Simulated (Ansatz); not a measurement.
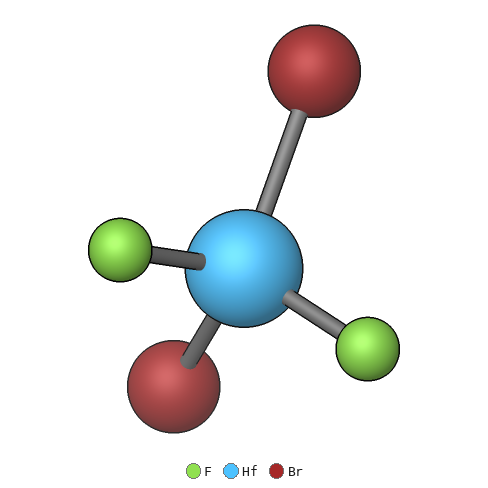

Charge 0, singlet. The computed structure is the end point of a PBE0-D4/def2-TZVP optimisation. Program: Ansatz 0.2.0.

At this fixed geometry, give dipole (D), HOMO–LUMO gap (eV) at these levels: B3LYP-D4/def2-TZVPP; PBE-D4/def2-TZVPP; r2SCAN-D4/def2-TZVPP; ωB97M-V/def2-TZVPP.

```tsv
level	dipole (D)	HOMO–LUMO gap (eV)
B3LYP-D4/def2-TZVPP	0.17	6.72
PBE-D4/def2-TZVPP	0.11	5.13
r2SCAN-D4/def2-TZVPP	0.06	5.67
ωB97M-V/def2-TZVPP	0.03	11.40
```
